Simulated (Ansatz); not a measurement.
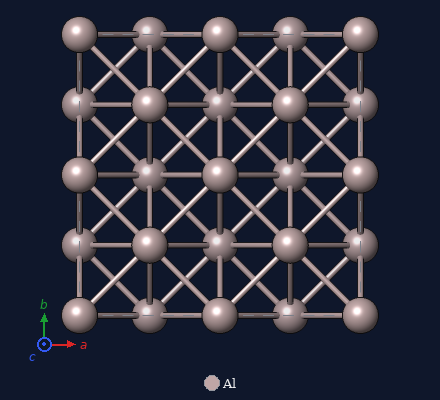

The structure, seen along [001]; the drawing may span several cells.

Structure (in its standard cell), the input geometry of an electronic-structure calculation (not necessarily at equilibrium):

```yaml
crystal:
  lattice:
    - [4.05000, 0.00000, 0.00000]
    - [0.00000, 4.05000, 0.00000]
    - [0.00000, 0.00000, 4.05000]
  atoms:
    - { symbol: Al, position: [0.00000, 0.00000, 0.00000] }
    - { symbol: Al, position: [0.00000, 0.50000, 0.50000] }
    - { symbol: Al, position: [0.50000, 0.00000, 0.50000] }
    - { symbol: Al, position: [0.50000, 0.50000, 0.00000] }
```

> Predict the [001] zone-axis pattern (200 kV, kinematic, B = 0.5 Å²).

The spots form a square net with both shortest vectors at d = 2.02 Å, 90.0° apart. They are 2 0 0 and 0 2 0. The pattern has symmetry 4mm. The lattice centring (F) removes all reflections that break h + k = 2n, h + l = 2n.

Strongest reflections with d > 0.80 Å, one of each family (|F|² from tabulated Gaussian fits of the electron scattering factors, times a small damping for the curvature of the Ewald sphere):

| hkl | d (Å) | I (strongest = 100) |
| --- | --- | --- |
| 2 0 0 | 2.025 | 100 |
| 2 2 0 | 1.432 | 37 |
| 4 0 0 | 1.012 | 13 |
| 4 2 0 | 0.906 | 9 |

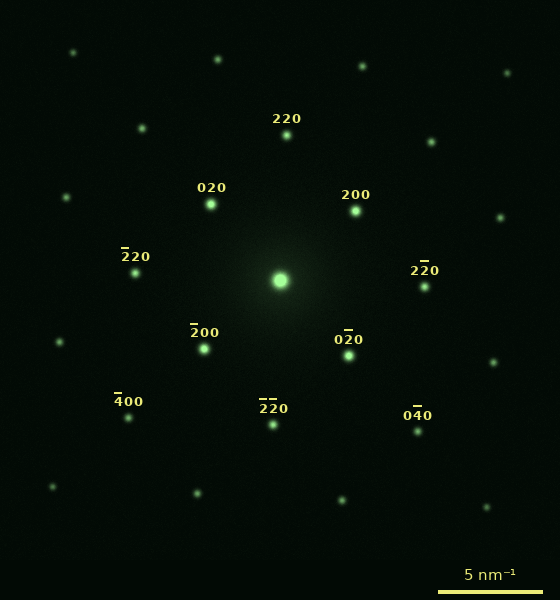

Calculated pattern, seen from the source side with [001] pointing towards the source.
